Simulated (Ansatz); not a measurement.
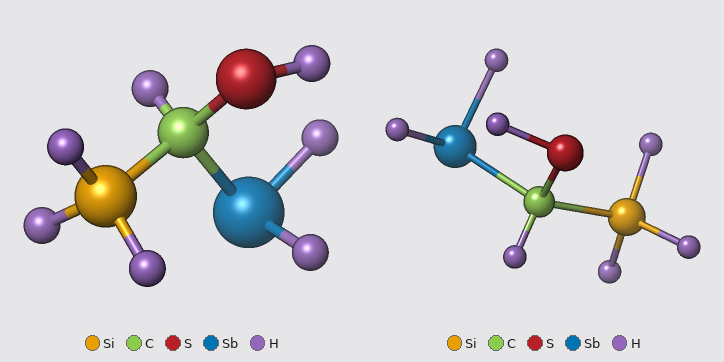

The same structure drawn twice, from different directions.

The geometry was computed by an optimisation with PBE0-D4/def2-TZVP.

> Count the atoms of each element.

CH7SSbSi, 11 atoms: 1 carbon, 7 hydrogen, 1 sulfur, 1 antimony and 1 silicon.

> How many bonds of each kind are drawn?

3 Si–H, 2 Sb–H, 1 C–Si, 1 C–S, 1 C–Sb, 1 C–H, 1 S–H.

> Name functional groups in it.

Among them: thiol, Si–H bond.

The parts below concern this one geometry. Atoms keep their numbers from picture to picture.

### Shape

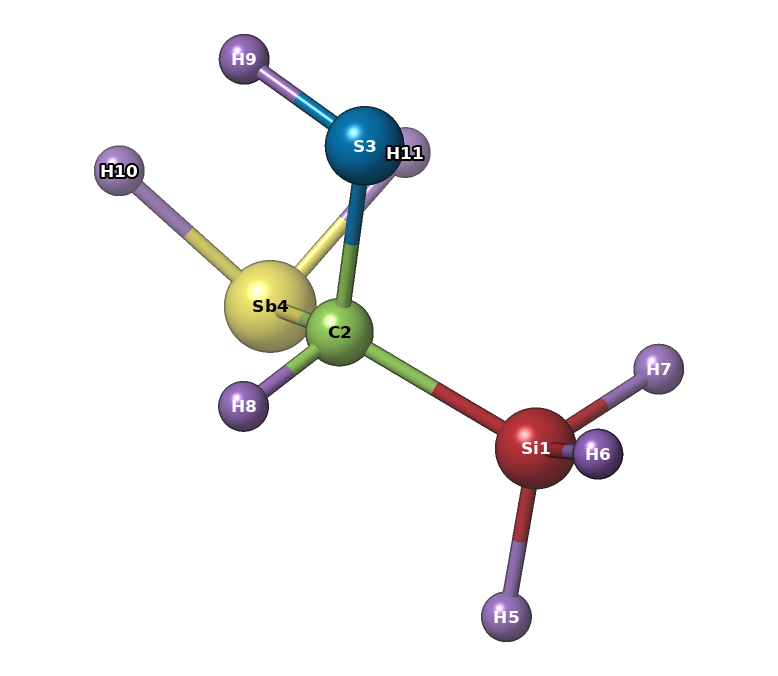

Sb4 lies behind C2. The molecule seen a little off the C2–Sb4 bond, C2 in front. Atoms fade into the background with distance from the viewer.

> What is the torsion angle S3–C2–Sb4–H10? The sign is positive where the front bond must turn clockwise to cover the back bond.

−48°, synclinal (gauche).

### Vibrations

Harmonic vibrations computed with RKS PBE0-D4/def2-TZVP, core potentials on Sb (Ansatz 0.2.0) at a stationary point of the same level.

> How many vibrational modes are there, and where do they lie?

27 modes: 121, 131, 142, 167, 188, 229, 410, 561, 586, 631, 704, 748, 811, 834, 918, 937, 946, 964, 1052, 1151, 1939, 1975, 2221, 2228, 2234, 2685, 3065 cm⁻¹.

### Thermal motion

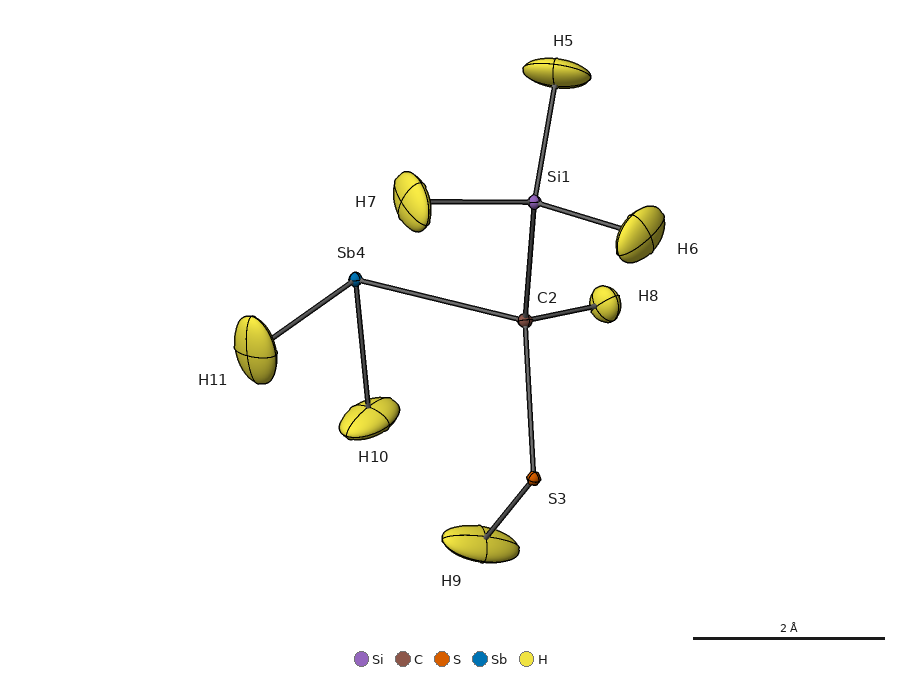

Displacement ellipsoids at the 50 % level, from the internal vibrations of the free molecule (harmonic, no overall translation or rotation; no half-axis is drawn under 0.075 Å). Vibrations computed with RKS PBE0-D4/def2-TZVP, core potentials on Sb (Ansatz 0.2.0). Temperature: 0 K (zero-point motion alone).

List U_eq and the three principal root-mean-square amplitudes for each kind of atom.

```
atom  U_eq (Å²)   rms amplitudes (Å)
 Si1     0.0014  0.015, 0.037, 0.051
  C2     0.0025  0.046, 0.048, 0.056
  S3     0.0012  0.016, 0.036, 0.044
 Sb4    0.00014  0.004, 0.010, 0.017
  H5     0.0301  0.091, 0.166, 0.233
  H6     0.0309  0.098, 0.167, 0.235
  H7     0.0316  0.087, 0.171, 0.241
  H8     0.0141  0.089, 0.126, 0.136
  H9     0.0374  0.086, 0.148, 0.288
 H10     0.0343  0.093, 0.168, 0.257
 H11     0.0349  0.092, 0.173, 0.258
```

### Levels of theory compared

Program: Ansatz 0.2.0.

Compare HOMO–LUMO gap (eV), HOMO energy (eV), dipole (D) at these levels: B3LYP-D4/def2-TZVPP; PBE-D4/def2-TZVPP; r2SCAN-D4/def2-TZVPP; ωB97M-V/def2-TZVPP.

```
               level  HOMO–LUMO gap (eV)  HOMO energy (eV)  dipole (D)
 B3LYP-D4/def2-TZVPP                5.20             −6.45        1.45
   PBE-D4/def2-TZVPP                3.71             −5.54        1.36
r2SCAN-D4/def2-TZVPP                4.15             −5.79        1.41
  ωB97M-V/def2-TZVPP                9.43             −8.77        1.46
```
